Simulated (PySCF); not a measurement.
**C4H9PSi2: density, localisation and related maps**

```xyz
16

C     3.4691   -0.8366   -0.5164
C     2.8004    0.2736   -0.8127
C     1.4475    0.4767   -0.4778
C     0.2899    0.6821   -0.1821
Si   -1.5074    0.8841    0.2058
Si   -2.1158   -0.4144    2.0350
P    -2.7177    0.3429   -1.6239
H     3.0008   -1.6539    0.0066
H     4.5032   -0.9600   -0.7883
H     3.2760    1.0922   -1.3401
H    -1.7078    2.3390    0.3443
H    -3.5347   -0.2711    2.3679
H    -1.8642   -1.8417    1.8186
H    -1.3413   -0.0060    3.2073
H    -2.2074   -0.9371   -1.7297
H    -1.7982    0.8390   -2.5258
```

Geometry: GFN2-xTB.

Method: PySCF, PBE0/pcSseg-1, SCF density, gas phase, non-relativistic.

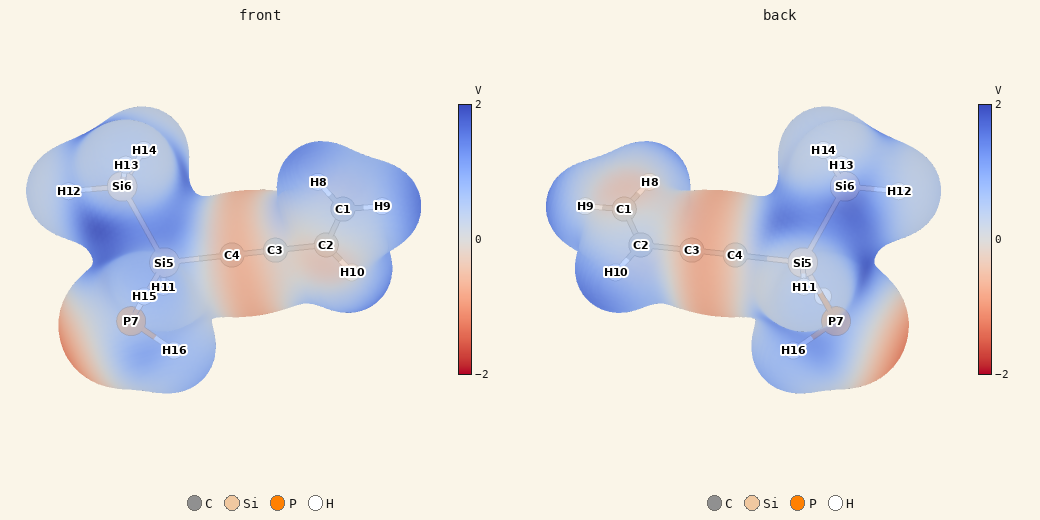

Figure 1. The electrostatic potential painted on the density surface at 0.004 e/bohr³, seen from the front and from behind; red is negative and blue positive.

Q: Which sites attract a positive test charge, and which a negative one?

A: A positive charge is drawn to the negative regions and a negative charge to the positive ones. The most negative region (about −1.1 V) lies over P7, the most positive (about +1.8 V) over Si5 and Si6.

Q: How polar is the molecule by this calculation?

A: Its dipole moment is 1.80 D.

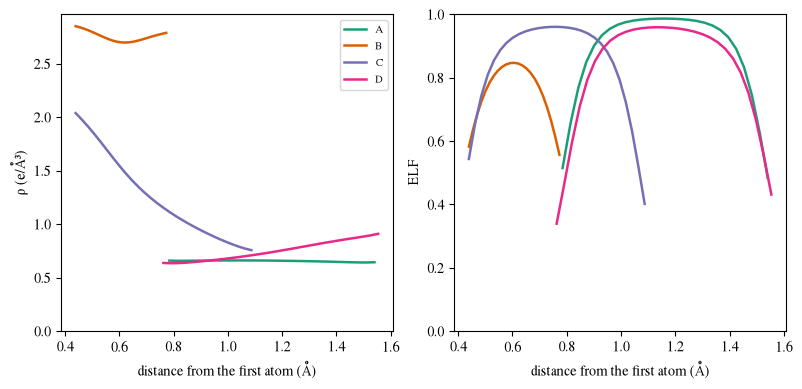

Figure 2. Electron density and electron localisation function along straight lines between neighbouring atoms. The curves leave out the atomic cores.

Q: Which curve belongs to which contact (C–C, C–Si, Si–P and Si–Si)? The first atom named is at distance zero.

A: Curve A: Si–Si (2.32 Å): the density is about 0.66 e/Å³ at the midpoint; the ELF peaks at about 1 between the atoms; a shared electron pair. Curve B: C–C (1.21 Å): the density is about 2.7 e/Å³ at the midpoint; the ELF peaks at about 0.85 between the atoms; a short, multiple covalent bond. Curve C: C–Si (1.85 Å): ρ at the midpoint is about 0.91 e/Å³; the ELF peaks at about 0.95 between the atoms, as expected for a shared electron pair. Curve D: Si–P (2.26 Å): ρ at the midpoint is about 0.73 e/Å³, with its minimum of 0.63 e/Å³ about 0.8 Å from Si; the ELF peaks at about 0.95 between the atoms; localised, covalent bonding.
